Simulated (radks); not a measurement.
# Mn⁺: atomic calculation

- system: the Mn⁺ ion in the configuration [Ar] 3d5 4s0.5 4p0.5 (3d: 5 up, 0 down, 4s: 0.5 up, 0 down, 4p: 0.5 up, 0 down).
- method: scalar-relativistic Kohn-Sham, r2SCAN, spin-polarised, spherical densities, finite nucleus (the in-house radial solver radks)

## Input file
```
Z 25
configuration [Ar] 3d5 4s0.5 4p0.5
relativity scalar-relativistic
functional r2scan,r2scan
spin polarised
nucleus finite rms 3.7057 fm
c 137.035999084
```

Energies in input and log are in hartree, lengths in bohr (the nuclear radius in fm).

Hardware: 1 CPU thread, shared host.

## Log
```
1s      1   1.0000        -237.41977410
2s      1   1.0000         -27.98001070
2p      1   3.0000         -23.68694437
3s      1   1.0000          -3.66835421
3p      1   3.0000          -2.47209420
3d      1   5.0000          -0.64076626
4s      1   0.5000          -0.48289286
4p      1   0.5000          -0.29324020
1s      2   1.0000        -237.41979944
2s      2   1.0000         -27.87935273
2p      2   3.0000         -23.60957788
3s      2   1.0000          -3.41834249
3p      2   3.0000          -2.22225162
3d      2   0.0000          -0.38939785
4s      2   0.0000          -0.30610629
4p      2   0.0000          -0.17145754
Etot -1158.3902291731
Ekin 1171.241957080299
Encl -2758.073782672217
Eh 480.70705031771814
Exc -52.26545389890002
err 8.858764338970285e-07
it 14
```

## Slater integrals of the outer shells (hartree)

| integral | value |
| --- | --- |
| F0(4p,4p) | 0.2664 |
| F2(4p,4p) | 0.1407 |
| F0(4p,4s) | 0.2915 |
| G1(4p,4s) | 0.1895 |
| F0(4p,3d) | 0.3414 |
| F2(4p,3d) | 0.0770 |
| G1(4p,3d) | 0.0354 |
| G3(4p,3d) | 0.0285 |

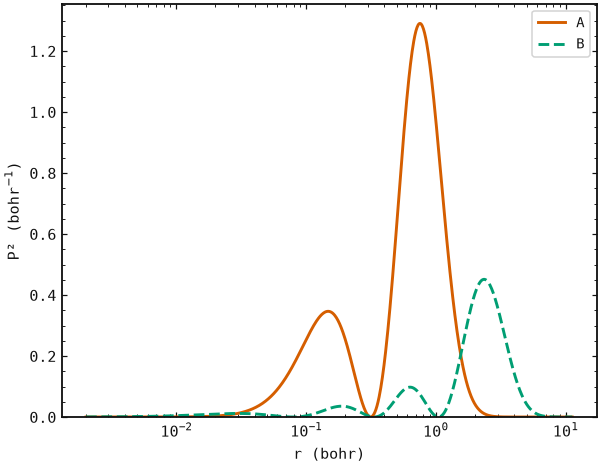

Figure 1. The radial probability densities P² of 4s up and 3p up. A is 3p up; B is 4s up. 3p up: outer maximum at 0.753 bohr, ⟨r⟩ = 0.903 bohr, 1 node, eigenvalue −67.3 eV; 4s up: outer maximum at 2.35 bohr, ⟨r⟩ = 2.75 bohr, 3 nodes, eigenvalue −13.1 eV.

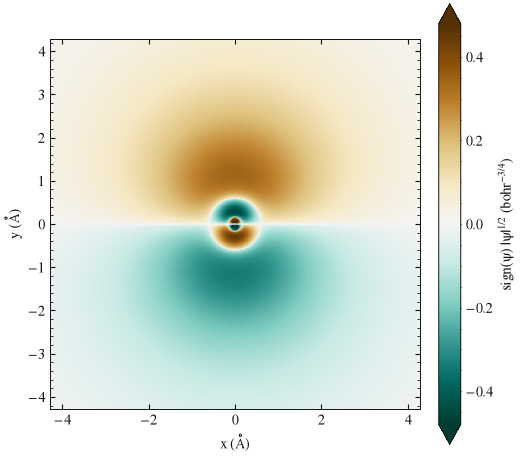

Figure 2. The 4p(y) orbital of up spin. In the xy plane through the nucleus, the colour gives the signed square root of ψ. (1 bohr = 0.529 Å.) The radial function comes from the spherical calculation and is multiplied by a real spherical harmonic; the overall sign is chosen so that the largest lobe of P(r) is positive; at the scalar-relativistic level it is the large component. It has the nodal plane xz and 2 radial nodes, at r = 0.306 and 1.14 bohr. The outermost maximum of P² lies at 2.86 bohr, ⟨r⟩ = 3.39 bohr, 90 % of the charge lies within 5.08 bohr, and the eigenvalue is −7.98 eV, with 0.5 electrons in the shell for this spin.

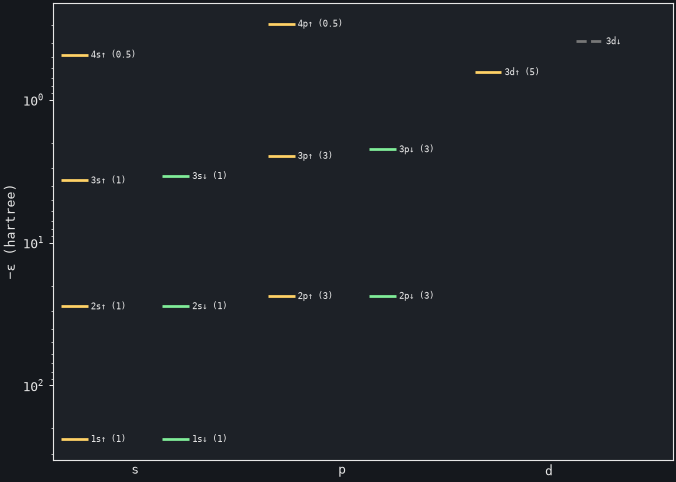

Figure 3. The occupied levels and a few empty ones, on a logarithmic scale of binding energy, are drawn by angular momentum (occupations in brackets, up spins at the left of each column and down spins at the right, empty levels dashed). The highest occupied level is 4p up at −0.293 hartree. The highest 7 occupied levels, from the top down, are 4p up (−0.293 hartree), 4s up (−0.483 hartree), 3d up (−0.641 hartree), 3p down (−2.22 hartree), 3p up (−2.47 hartree), 3s down (−3.42 hartree), 3s up (−3.67 hartree). The lowest empty level drawn is 3d down at −0.389 hartree. The largest exchange splitting (down less up) among the shells drawn in both spins is that of 3d, 0.251 hartree. The order isn't aufbau: the empty 3d down level lies under the highest occupied one.

## Results in brief

- outcome: converged
- total energy: −1158.3902 hartree
- kinetic energy: 1171.2420 hartree
- electron–nucleus energy: −2758.0738 hartree
- Hartree energy: 480.707050 hartree
- exchange–correlation energy: −52.265454 hartree
- radius at density 0.001 e/bohr³: 4.05 bohr
- SCF iterations: 14
